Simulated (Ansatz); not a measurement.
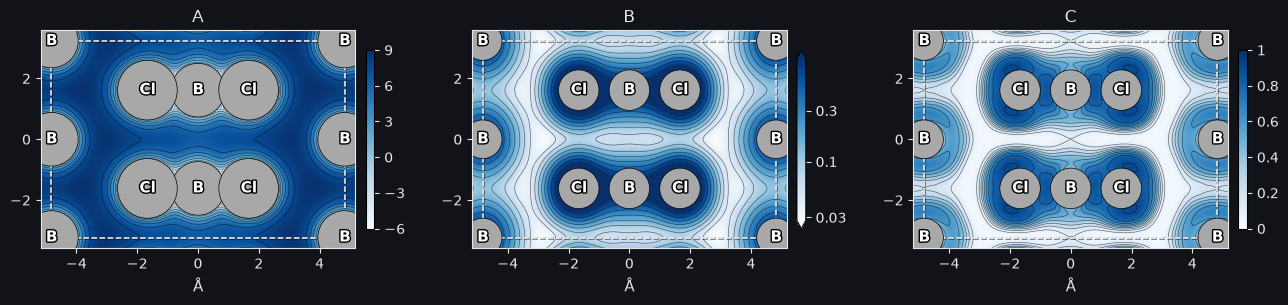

B$_{3}$Cl$_{2}$: 3 fields on the (110) plane of the conventional cell, with unlabelled colour scales. Grey discs cover the atomic cores.

Space group Cmmm; started from the random prototype, which need not be the ambient phase; computed without spin polarisation.

Theory: DFT PBE, scalar-relativistic, plane waves, PAW (Ansatz).

```yaml
crystal:
  lattice:
    - [3.17717, 0.00000, 0.00000]
    - [0.00000, 5.62795, 0.00000]
    - [0.00000, 0.00000, 9.64700]
  atoms:
    - { symbol: B, position: [0.25000, 0.75000, 0.00000] }
    - { symbol: B, position: [0.75000, 0.25000, 0.00000] }
    - { symbol: B, position: [0.25000, 0.25000, 0.00000] }
    - { symbol: B, position: [0.75000, 0.75000, 0.00000] }
    - { symbol: B, position: [0.00000, 0.50000, 0.50000] }
    - { symbol: B, position: [0.50000, 0.00000, 0.50000] }
    - { symbol: Cl, position: [0.00000, 0.50000, 0.67254] }
    - { symbol: Cl, position: [0.50000, 0.00000, 0.67254] }
    - { symbol: Cl, position: [0.00000, 0.50000, 0.32746] }
    - { symbol: Cl, position: [0.50000, 0.00000, 0.32746] }
```

> Which field does each panel show? The fields are: electron localisation function, electrostatic potential energy of an electron and valence pseudo-density.

Panel A: electrostatic potential energy of an electron (low next to the atoms, rising into the space between them). Panel B: valence pseudo-density. Panel C: electron localisation function.
